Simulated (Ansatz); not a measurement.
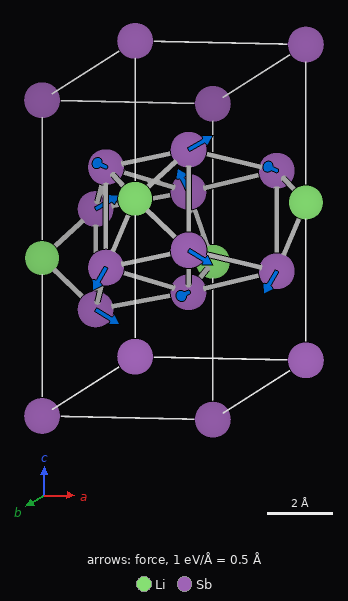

Starting geometry of solid LiSb7 (a generated structure, set up in P-62m) (coarse preliminary run) with the computed forces as blue arrows. The picture is a ball-and-stick view of the cell of the calculation, seen from a free direction.

These are results of DFT PBE, scalar-relativistic, plane waves, PAW (Ansatz 0.2.0), not measurements. Settings: plane-wave cutoff 420 eV; k-point mesh 6 × 6 × 2; occupations gaussian; smearing width 0.1 eV; no spin polarisation; cell and atoms relaxed; force threshold 0.04 eV/Å; at most 70 steps.

Is this structure relaxed? If not, where do the atoms go?

Answer. It isn't relaxed: the largest force vector, on Sb atoms, is 1.85 eV/Å. The atoms end up moving mostly along the starting forces (cosine between the two patterns 1.00). The energy falls by 722 meV per atom in 12 accepted moves (15 points after the start). The largest force component goes from 1.5 to 0.032 eV/Å. The pressure goes from 8.42 to 0.12 GPa. The line search rejected the trial step at point 13 of the run. At 2 points the geometry stayed and the basis and grid were re-selected for the new cell (energy shift of 7.9 meV per atom at most each time). The largest moves relative to the cell, 0.71 Å, are those of Sb atoms. Li stays in place. Cell: a = b 5.271 → 6.121 Å (+16.1 %), c 10.687 → 7.076 Å (−33.8 %). Volume −10.7 %. Near-neighbour distances that change, for instance: Sb–Sb 2.859 → 4.324 Å, Sb–Sb 4.000 → 3.203 Å, Li–Sb 2.369 → 2.929 Å, Sb–Sb 3.400 → 3.062 Å. New bonds form: Sb–Sb (4.00 → 3.20 Å). Among the angles between lasting bonds that change: Sb–Sb–Sb 114.2° → 144.6°, Sb–Li–Sb 91.7° → 63.0°, Sb–Li–Sb 74.2° → 95.2°. The space group stays P-62m (No. 189). Cost: 5 min on 1 thread of Intel(R) Xeon(R) Platinum 8488C (Sapphire Rapids) (shared host), peak memory 0.58 GiB.
